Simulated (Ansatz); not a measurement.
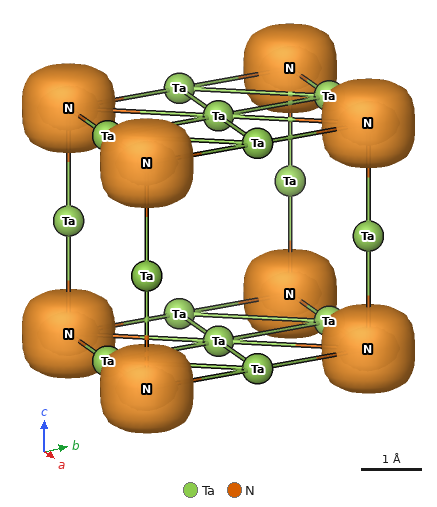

*Ta$_{4}$N. Isosurface of the electron localisation function at 0.7 (orange), seen slightly off an axis. Core shells and regions of very low density are left out. Sticks mark near contacts.*

Space group P6/mmm; a structure generated by program, which may or may not match a known phase; computed without spin polarisation.

These are results of DFT PBE, scalar-relativistic, plane waves, PAW (Ansatz), not measurements.

Core electrons are frozen (PAW), and the valence fields are smoothed inside the atomic spheres.

Question: Where are the electrons localised?

Answer: The ELF exceeds this value in one region wrapped around N (its valence shell), counted in one cell of 5 atoms. Any copies at cell faces, edges or corners count once.

Values along the shortest contacts:
Ta–N (1.94 Å): the ELF peaks at about 0.90 in the valence shell of N, 0.6 Å from its nucleus, and drops to about 0.25 between the two atoms (no localised pair shows between them). Ta–Ta (2.63 Å): the ELF is about 0.35 at the midpoint.
